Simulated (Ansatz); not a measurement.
**FGeH5O2Si: a ladder of functionals and wavefunction methods**

How much do the methods differ for FGeH5O2Si? The plan is to run it at one geometry with functionals of several rungs and with coupled cluster, and see how far each lands from CCSD(T) at the basis-set limit for the atomisation energy.

Program: Ansatz 0.2.0, Gaussian basis. Level of theory: functionals in def2-TZVPP, the program's frozen cores in correlated methods. These are calculated values, not measurements.

Levels to be run: LDA (SPW92), PBE-D4, revPBE-D4, BLYP-D4, r2SCAN-D4, B97M-V, PBE0-D4, B3LYP-D4, r2SCANh-D4, r2SCAN0-D4, HSE06-D4, BHLYP-D4, CAM-B3LYP-D4, LC-ωPBE, ωB97X-V, ωB97M-V, B2PLYP, PBE-QIDH; CCSD(T)/def2-SVP; CCSD(T)/def2-TZVPP; MP2/def2-QZVPP; extrapolation to the limit; RPA on PBE.

## (1) The relaxed structure

All runs share one geometry, relaxed beforehand with PBE0-D4 in a triple-zeta def2 set.

SMILES `[OH][GeH2][SiH](O)F`, 10 atoms, charge 0, spin multiplicity 1.

Atoms are counted from 1 here; the program's logs count them from 0.

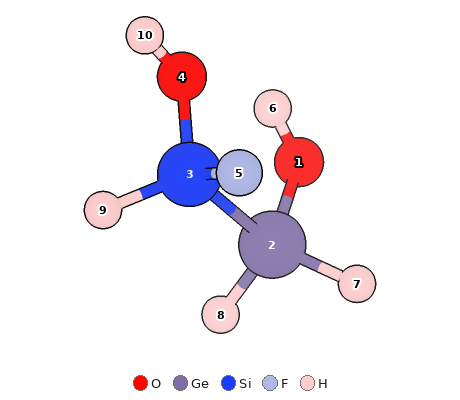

The structure; oxygen red, germanium purple, silicon blue, fluorine light blue, hydrogen pink; atoms are numbered from 1 in the order of the file.

## (2) LDA

This LDA is Slater exchange with PW92 correlation.

Contents of in.yaml:

```yaml
crystal:
  periodic: [false, false, false]
  atoms:
    - {symbol: O, position_ang: [-1.248802, 0.471898, 1.735287]}
    - {symbol: Ge, position_ang: [-1.028836, 0.972383, 0.033656]}
    - {symbol: Si, position_ang: [0.771028, -0.368144, -0.791083]}
    - {symbol: O, position_ang: [1.063001, -1.341027, 0.497499]}
    - {symbol: F, position_ang: [2.061202, 0.518005, -1.123943]}
    - {symbol: H, position_ang: [-0.651250, -0.249392, 1.951952]}
    - {symbol: H, position_ang: [-0.731353, 2.481558, 0.021112]}
    - {symbol: H, position_ang: [-2.350083, 0.711833, -0.715824]}
    - {symbol: H, position_ang: [0.526220, -1.171575, -2.016694]}
    - {symbol: H, position_ang: [1.671972, -2.076839, 0.411036]}
basis:
  gaussian: {orbitals: def2-TZVPP}
hamiltonian: {xc: lda}
output: {orbitals: {seedname: orbitals}}
```

Started as:

```sh
$ ansatz run in.yaml --threads 4 --pin off --events-out ev --progress --plain --max-ram 10444MiB
```

The runs that follow: PBE-D4 (GGA); revPBE-D4 (GGA); BLYP-D4 (GGA); r2SCAN-D4 (meta-GGA); B97M-V (meta-GGA); PBE0-D4 (hybrid); B3LYP-D4 (hybrid); r2SCANh-D4 (hybrid); r2SCAN0-D4 (hybrid); HSE06-D4 (hybrid); BHLYP-D4 (hybrid); CAM-B3LYP-D4 (range-separated); LC-ωPBE (range-separated); ωB97X-V (range-separated); ωB97M-V (range-separated); B2PLYP (double hybrid); PBE-QIDH (double hybrid); CCSD(T) in def2-SVP; CCSD(T) in def2-TZVPP; MP2 in def2-QZVPP; RPA on PBE orbitals.

**Question.** What will the summary of the whole plan be? Wanted: atomisation energy, CCSD(T)/CBS; farthest beyond LDA; mean size of error, GGA; mean size of error, meta-GGA; mean size of error, hybrid; mean size of error, range-separated; mean size of error, double hybrid; gap, smallest and largest; T1 diagnostic.

**Answer**, as computed:

| quantity | value |
| --- | --- |
| atomisation energy, CCSD(T)/CBS | 3500.3 kJ/mol |
| functionals within 35.0 kJ/mol (1.0 %) | PBE-D4, r2SCAN-D4, B97M-V, CAM-B3LYP-D4, ωB97X-V |
| farthest beyond LDA | BHLYP-D4 (-171.5 kJ/mol) |
| mean size of error, GGA | 58.5 kJ/mol |
| mean size of error, meta-GGA | 22.5 kJ/mol |
| mean size of error, hybrid | 95.1 kJ/mol |
| mean size of error, range-separated | 33.3 kJ/mol |
| mean size of error, double hybrid | 80.3 kJ/mol |
| gap, smallest and largest | 5.04 eV (LDA (SPW92)), 12.23 eV (LC-ωPBE) |
| T1 diagnostic | 0.0124 |
| triples share of the correlation energy | 3.3 % |

**Reading.** The LDA atomisation energy is off by 487.5 kJ/mol (14 %): it overbinds. PBE-D4 misses by -11.1 kJ/mol. Double hybrids carry the basis error of their MP2 part in triple zeta, and no dispersion term here, so their miss is partly the set-up's. The rungs meta-GGA, range-separated miss on average by less than the doubt on the reference (35.0 kJ/mol), so they tie. The reference freezes the cores and leaves out relativity and excitations past (T), and its outer-core shells are covered unevenly, so misses under about 35.0 kJ/mol can't be ranked. Hartree-Fock recovers 70 % of the binding; the rest is correlation. CCSD(T) in def2-SVP is off by -320.7 kJ/mol, which most functionals beat. Orbital gaps span 5.0 to 12.2 eV; exact exchange widens them. Correlated methods include outer-core shells of Ge, which these sets cover unevenly.
